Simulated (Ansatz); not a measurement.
**CH₇OSi (SMILES C[OH+][SiH3]) (charge +1): density, localisation and related maps**

Input

```
crystal:
  periodic: [false, false, false]
  atoms:
    - {symbol: C, position_ang: [-0.103514, 1.255328, 0.653042]}
    - {symbol: O, position_ang: [-0.541671, -0.158072, 0.624433]}
    - {symbol: Si, position_ang: [-2.274585, -0.740469, 0.740431]}
    - {symbol: H, position_ang: [-0.842881, 1.793103, 1.257715]}
    - {symbol: H, position_ang: [0.879597, 1.284152, 1.136978]}
    - {symbol: H, position_ang: [-0.071898, 1.635933, -0.375544]}
    - {symbol: H, position_ang: [0.141653, -0.763116, 0.281405]}
    - {symbol: H, position_ang: [-2.921333, -0.177397, -0.461263]}
    - {symbol: H, position_ang: [-2.699929, -0.142359, 2.019434]}
    - {symbol: H, position_ang: [-2.049331, -2.198126, 0.729323]}
basis:
  gaussian: {orbitals: def2-TZVPD}
total_charge: 1
magnetization: {spin_polarized: false}
hamiltonian: {xc: pbe0}
output: {forces: true, orbitals: {seedname: orbitals}}
```

Run with:

```sh
ansatz run input.yaml --threads 1 --pin off --max-ram 2610MiB --events-out events.jsonl --progress --plain --runs-dir runs
```

Geometry: B3LYP-D3(BJ)/def2-SVP.

Level of theory: isolated molecule in a Gaussian basis; Kohn-Sham density functional theory, functional PBE0 (Ansatz).

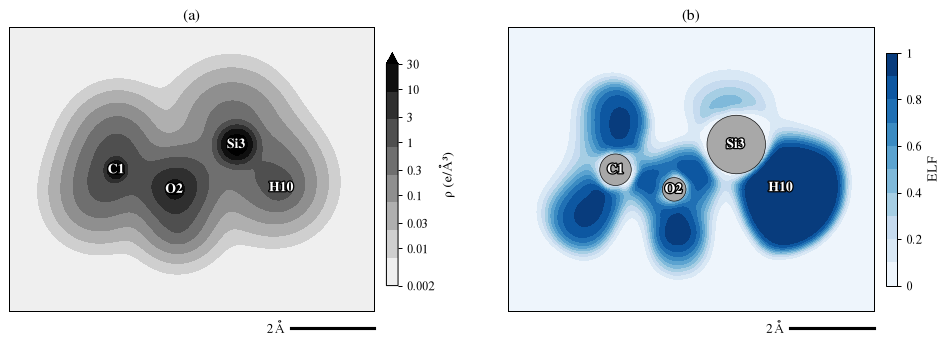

Figure 1. (a) total electron density; (b) ELF on the plane of atoms O2, Si3 and H10. Grey discs cover the atomic cores in the ELF map.

What does the map show?

- The section cuts through C, O, Si and H sites.
- C–O (1.48 Å): the density is about 1.7 e/Å³ at the midpoint, with its minimum of 1.4 e/Å³ about 0.5 Å from C; the ELF peaks at about 0.90 between the atoms, as expected for a polar covalent bond.
- Si–O (1.83 Å): the density is about 0.74 e/Å³ at the midpoint; the ELF peaks at about 0.90 between the atoms; a shared but strongly polarised pair.
- Si–H (1.48 Å): the density is about 0.86 e/Å³ at the midpoint; the ELF climbs to about 1 towards the hydrogen, as it does in any bond to H.

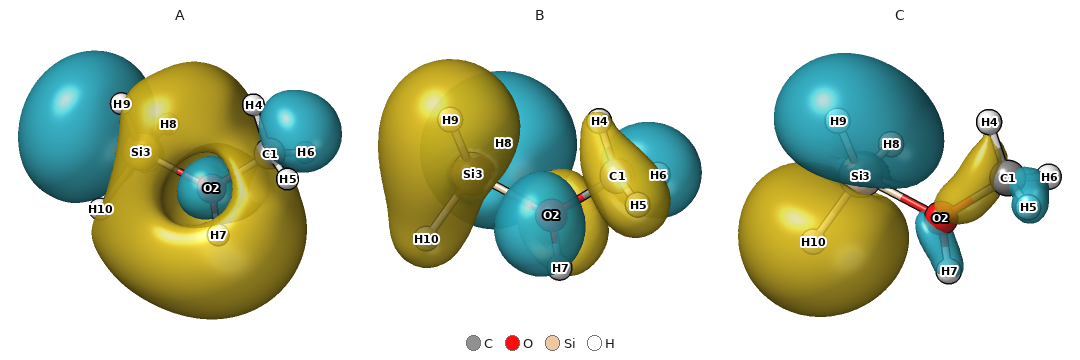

Figure 2. Three frontier orbitals at ±0.06 Å⁻³ᐟ² (yellow and cyan are the two phases), in no order.

Which picture is the HOMO−1, the HOMO and the LUMO?

C is the HOMO−1 (−15.53 eV). By Hirshfeld shares it lies mainly on Si3 (about 45 %), H10 (about 35 %) and H9 (about 15 %). B is the HOMO (−15.00 eV). Its weight (Hirshfeld) is mainly on Si3 (about 30 %), H8 (about 25 %), O2 (about 20 %) and H9 (about 15 %). A is the LUMO (−6.14 eV). It lies mainly on Si3 (about 45 %), H7 (about 15 %), O2 (about 10 %) and C1 (about 10 %).

What is the HOMO–LUMO gap?

8.86 eV between the orbital energies.

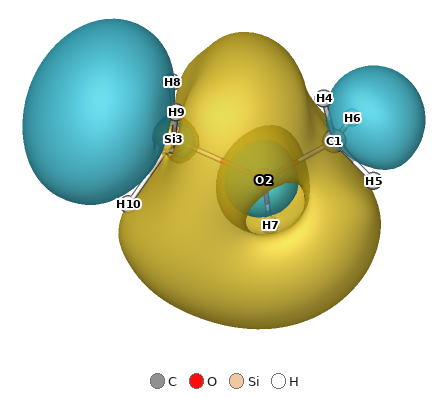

Figure 3. One frontier orbital at ±0.05 Å⁻³ᐟ² (yellow and cyan are the two phases), seen at a tilt.

Which orbital is it: HOMO or LUMO?

The LUMO, at −6.14 eV. It lies mainly on Si3 (about 45 %), H7 (about 15 %), O2 (about 10 %) and C1 (about 10 %).
